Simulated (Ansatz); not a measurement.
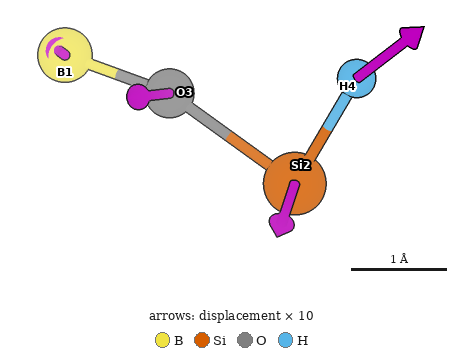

BSiHO. The purple arrows show how the atoms are displaced, magnified 10 times. The picture is a ball-and-stick view, seen at a tilt.

Theory: RKS r2SCAN-D4/def2-TZVPP in Ansatz 0.2.0. 

Q: Describe the change and its computed effect.

A: All atoms are moved at random (σ = 0.12 Å) from the PBE0-D4/def2-TZVP minimum. The energy rises by 5.62 kcal/mol. The largest force is 2 eV/Å, on Si2. The forces point partly back along the displacements (cosine −0.69). At other levels of theory the same distortion costs 4.22 kcal/mol (RKS PBE-D4/def2-TZVPP), 6.00 kcal/mol (RKS PBE0-D4/def2-TZVPP), 6.33 kcal/mol (RKS wB97M-V/def2-TZVPP), 5.87 kcal/mol (RHF-CCSD(T), frozen core/def2-TZVPP). Some distances before and after: Si2–H4 1.529 → 1.711 Å, B1–O3 1.288 → 1.339 Å, Si2–O3 1.690 → 1.704 Å. Bond angles that change, for instance: B1–O3–Si2 162.9° → 154.6°, O3–Si2–H4 94.2° → 91.2°.
